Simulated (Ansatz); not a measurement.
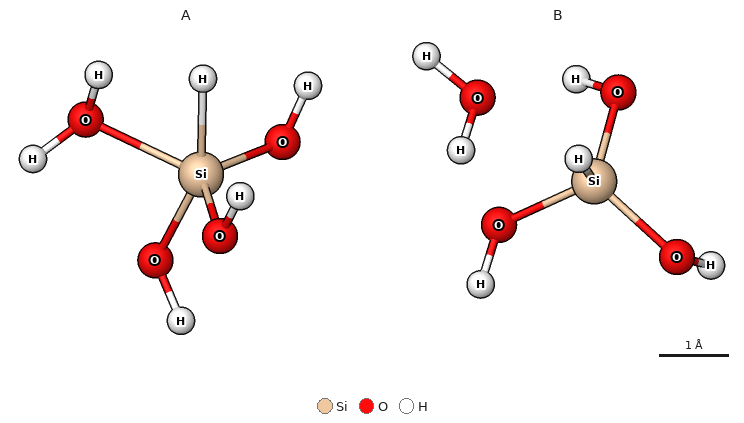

Two geometries of SiH$_{6}$O$_{4}$ (started from a transition state, displaced along its imaginary mode), drawn at one scale. One is the start of a relaxation, the other its converged end. A ball-and-stick model, seen at a tilt.

Level of theory: RKS PBE0-D4/def2-TZVP (Ansatz 0.2.0). (force threshold 0.005 eV/Å; at most 200 steps)

Which one is relaxed?

Answer. Structure B is the relaxed one. An H atom moves most after the best rigid fit: 2.54 Å. By element the largest moves are H 2.54 Å, O 1.47 Å, Si 1.07 Å. Among the contacts that change: H–Si 2.114 → 4.072 Å, O–Si 1.888 → 3.451 Å, H–Si 1.616 → 1.474 Å, O–Si 1.650 → 1.617 Å. Bonds break, among them: O–Si (1.89 → 3.45 Å). Among the angles between lasting bonds that change: O–Si–H 157.1° → 110.0°, O–Si–H 93.3° → 113.1°, O–Si–O 96.3° → 111.4°. Groups turn about O–Si by about 80°. Over 51 accepted moves (57 points after the start) the energy falls by 33.5 kcal/mol. Largest force component: 0.83 eV/Å at the start, 0.0048 eV/Å at the end. The line search rejected the trial steps at points 19, 24, 29, 30, 34, 44 of the run. Cost: 80 s on 8 threads of Arm Neoverse V1, with other jobs on the host.
